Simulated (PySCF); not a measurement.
# OsSF2: quintet, from a B3LYP minimum start

Where does quintet OsSF2 go from a B3LYP minimum start, is the end point a minimum, and what are its modes, charges and moments?

Computed with PySCF 2.14.0. Level: B3LYP, basis Os def2-SVP with ECP60, S def2-SVP, F def2-SVP, scalar-relativistic core potentials, no spin–orbit coupling, density fitting.

## (1) The starting structure

4 atoms, charge 0, spin multiplicity 5.

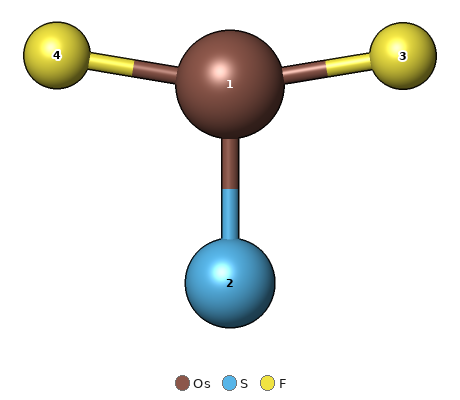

Start geometry, drawn with osmium brown, sulfur blue, fluorine yellow; atoms are numbered from 1 in the order of the file.

Coordinates in bohr (charge 0 multiplicity 5):
```
Os    0.2051    0.3552   -0.0401
S    -1.8219   -3.1555    0.3565
F     3.5621   -0.9059   -0.0975
F    -2.5654    2.6320   -0.0975
```

## (2) Finding the electronic state

One driver script runs all steps and calls PySCF; scf.py shows how it sets up the SCF of each step. The optimiser is the driver's own. After this first run the driver tries any further starts and a stability analysis.

scf.py reads:

```python
from pyscf import gto, scf, dft
mol = gto.M(atom='''
Os     0.108540     0.187989    -0.021236
S     -0.964106    -1.669809     0.188628
F      1.884956    -0.479362    -0.051592
F     -1.357566     1.392789    -0.051593''',
    basis={'Os': 'def2-SVP', 'S': 'def2-SVP', 'F': 'def2-SVP'},
    ecp={'Os': 'def2-SVP'},
    charge=0, spin=4)
mf = dft.UKS(mol, xc='B3LYP')
mf.grids.atom_grid = (50, 194)
aux = {'Os': 'def2-universal-JKFIT', 'S': 'def2-universal-JKFIT', 'F': 'def2-universal-JKFIT'}
mf = mf.density_fit(auxbasis=aux)
mf.conv_tol = 1e-08
mf.diis_space = 10
mf.max_cycle = 60
mf.init_guess = 'minao'
mf.verbose = 4
mf.kernel()
```

The run is started by

```bash
> OMP_NUM_THREADS=2 python axn.py task.json out
```

Log:

```text
init E= -676.203345435493
[... the frontier-level lines of each cycle are left out ...]
cycle= 1 E= -688.031981022139  delta_E= -11.8  |g|= 0.77  |ddm|=  5.8
cycle= 2 E= -687.064077409539  delta_E= 0.968  |g|= 1.54  |ddm|= 2.02
cycle= 3 E= -688.300130020234  delta_E= -1.24  |g|= 0.234  |ddm|= 1.64
cycle= 4 E= -688.277919902161  delta_E= 0.0222  |g|= 0.314  |ddm|= 0.469
cycle= 5 E= -688.327261982361  delta_E= -0.0493  |g|= 0.0678  |ddm|= 0.273
cycle= 6 E= -688.329334845674  delta_E= -0.00207  |g|= 0.0231  |ddm|= 0.0631
cycle= 7 E= -688.329725808555  delta_E= -0.000391  |g|= 0.0053  |ddm|= 0.0346
cycle= 8 E= -688.32976520997  delta_E= -3.94e-05  |g|= 0.0013  |ddm|= 0.0146
cycle= 9 E= -688.329771142333  delta_E= -5.93e-06  |g|= 0.00121  |ddm|= 0.00831
cycle= 10 E= -688.32977174492  delta_E= -6.03e-07  |g|= 0.000754  |ddm|= 0.00128
cycle= 11 E= -688.32977209333  delta_E= -3.48e-07  |g|= 6.07e-05  |ddm|= 0.00115
cycle= 12 E= -688.329772101567  delta_E= -8.24e-09  |g|= 3.41e-05  |ddm|= 0.00023
Extra cycle  E= -688.3297720983  delta_E= 3.27e-09  |g|= 9.04e-05  |ddm|= 0.000149
converged SCF energy = -688.3297720983  <S^2> = 6.0129039  2S+1 = 5.0051589
```

This step, with its further starts and checks, took 21 s on 2 threads of Arm Neoverse N1, shared host.

Energies from each starting density:

```tsv
start	energy (Eh)
the minimal-basis guess	-688.329772
a thermally smeared density	-688.329772
a smeared PBE density	-688.329772
```

The test of internal stability and the other starts found no lower solution of this spin.

## (3) Relaxation: B3LYP minimum start, quintet

The program finds C2v symmetry in the start, which this walk keeps. Threshold on the gradient: 0.0003 Eh/bohr, with a further test on the energy change.

scf.py: that of step 2 with these lines changed.

```diff
@@ -3,4 +3,4 @@
-Os     0.108540     0.187989    -0.021236
-S     -0.964106    -1.669809     0.188628
-F      1.884956    -0.479362    -0.051592
-F     -1.357566     1.392789    -0.051593''',
+Os     0.108423     0.187786    -0.021213
+S     -0.964223    -1.670011     0.188651
+F      1.884839    -0.479564    -0.051569
+F     -1.357683     1.392587    -0.051570''',
@@ -17 +16,0 @@
-mf.init_guess = 'minao'
```

The optimiser's trace:

```tsv
step	energy (Eh)	change (kJ/mol)	largest symmetric gradient (Eh/bohr)
0	-688.329772	0.00	0.00017
```

The walk took 3.6 s.

Geometry (Å) and forces (eV/Å) at some steps:

```
step 0
Os   0.108   0.188  -0.021  -0.003  -0.012  -0.018
S   -0.964  -1.670   0.189  -0.008   0.011   0.016
F    1.885  -0.480  -0.052   0.006  -0.009  -0.001
F   -1.358   1.393  -0.052   0.005   0.010   0.003
```

End point (C2v, 0 steps, 0.0 kJ/mol gained): Os–F 1.898 Å (×2), Os–S 2.155 Å; F–Os–F 161.1°, F–Os–S 99.5° (×2).

## (4) Hessian and properties

The point is checked on the finer grid, and tightened if its gradient asks for it. The Hessian and the dipole derivatives come from central differences of analytic gradients, with steps of 0.02 bohr.

scf.py: that of step 3 with these lines changed.

```diff
@@ -11 +11 @@
-mf.grids.atom_grid = (50, 194)
+mf.grids.atom_grid = (75, 302)
@@ -14 +14 @@
-mf.conv_tol = 1e-08
+mf.conv_tol = 1e-10
```

This SCF starts from the last density.

Log of the central SCF (cycles and frontier levels):

```text
init E= -688.329713386172
[... the frontier-level lines of each cycle are left out ...]
cycle= 1 E= -688.329713386069  delta_E= 1.03e-10  |g|= 1.9e-05  |ddm|= 1.87e-05
cycle= 2 E= -688.32971338539  delta_E= 6.79e-10  |g|= 4.64e-05  |ddm|= 4.43e-05
cycle= 3 E= -688.329713386192  delta_E= -8.02e-10  |g|= 5.06e-06  |ddm|= 3.34e-05
cycle= 4 E= -688.329713386205  delta_E= -1.3e-11  |g|= 4.06e-07  |ddm|= 5.01e-06
Extra cycle  E= -688.329713386204  delta_E= 6.82e-13  |g|= 6.02e-07  |ddm|= 1.84e-06
converged SCF energy = -688.329713386204  <S^2> = 6.012903  2S+1 = 5.0051585
```

The whole step took 77 s.

Geometry: C2v; Os–F 1.898 Å (×2), Os–S 2.155 Å; F–Os–F 161.1°, F–Os–S 99.5° (×2).

Modes, for the most abundant isotopes:

```csv
symmetry,ω (cm⁻¹),IR (km/mol)
b1,131,12.2
b2,154,0.4
a1,205,3.5
a1,480,3.3
a1,656,25.5
b2,662,164
```

Every mode is real; the point is a minimum.

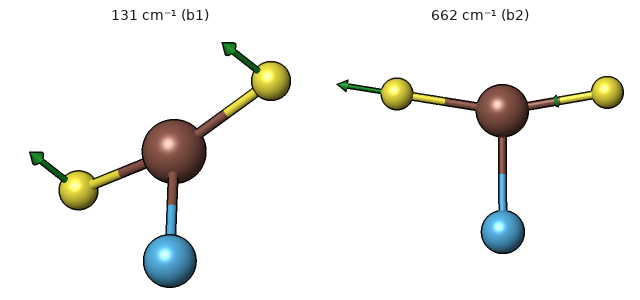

How the atoms move in 2 of the modes.

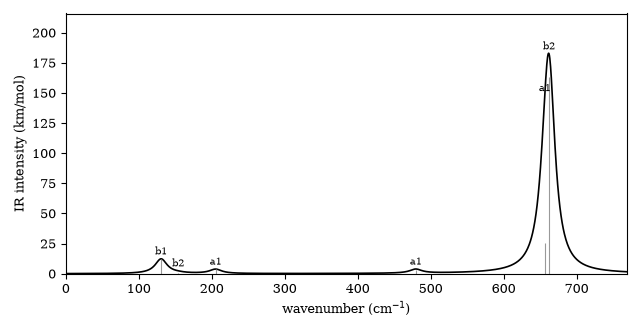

The harmonic infrared spectrum (widths in cm⁻¹). Lines are broadened to a width of 20 cm⁻¹ (Lorentzian).

Properties at this point:

```
Dipole moment                                                   : 1.16 D
Highest occupied level                                          : -6.54 eV
Lowest empty level                                              : -5.16 eV
Rotational constants                                            : 0.1266, 0.1206, 0.06176 cm⁻¹
Zero-point energy                                               : 13.7 kJ/mol
Principal polarisabilities                                      : 30.9, 43.6, 66.6 bohr³
Atomisation energy without zero-point energy                    : 1218 kJ/mol
Principal traceless quadrupole moments about the centre of mass : -11.63, 4.66, 6.97 D Å
Entropy at 298.15 K and 1 bar (electronic part: spin only)      : 336.6 J/(mol K)
Heat capacity Cp at 298.15 K                                    : 69.9 J/(mol K)
Enthalpy at 298.15 K above 0 K                                  : 16.13 kJ/mol
Rotational symmetry number                                      : 2
Spin squared ⟨S²⟩                                               : 6.013
```

Populations by atom (charges in e):

```json
{"atom": "Os1", "Mulliken": "0.80", "Löwdin": "0.12", "polar tensor": "1.28", "spin (Mulliken)": "2.83", "Mayer order to Os1": "–"}
{"atom": "S2", "Mulliken": "-0.06", "Löwdin": "0.26", "polar tensor": "-0.17", "spin (Mulliken)": "0.87", "Mayer order to Os1": "1.97"}
{"atom": "F3,4", "Mulliken": "-0.37", "Löwdin": "-0.19", "polar tensor": "-0.56", "spin (Mulliken)": "0.15", "Mayer order to Os1": "0.96"}
```

Mulliken populations on Os1 (outside its core potential): s 2.60, p 6.37, d 6.17, f 0.06.

## (5) Outcome

```
                                          quantity                                                              value
                                           minimum                                                       quintet, C2v
                                          geometry  Os–F 1.898 Å (×2), Os–S 2.155 Å; F–Os–F 161.1°, F–Os–S 99.5° (×2)
                                wavenumbers (cm⁻¹)         131 (b1), 154 (b2), 205 (a1), 480 (a1), 656 (a1), 662 (b2)
                                     dipole moment                                                             1.16 D
highest occupied, lowest empty level (either spin)                                                    -6.54, -5.16 eV
                        polar-tensor charge of Os1                                                            +1.28 e
                                 zero-point energy                                                        13.7 kJ/mol
                               entropy at 298.15 K                                                    336.6 J/(mol K)
         atomisation energy (no zero-point energy)                                                        1218 kJ/mol
                                              ⟨S²⟩                                                              6.013
```

The molecule stays C2v, as typed, and the end point is a minimum. In the infrared the band at 662 cm⁻¹ (b2, stretch) leads. Most of the spin sits on Os1 (Mulliken spin 2.83, against 4 for the whole molecule). Only this shape and spin were tried, so other structures or states may lie lower. Open d and f shells are described by one determinant, and the ground state may have another occupation or spin. Spin–orbit coupling, left out here, can matter for elements this heavy.

The search up to here took 1.7 min.
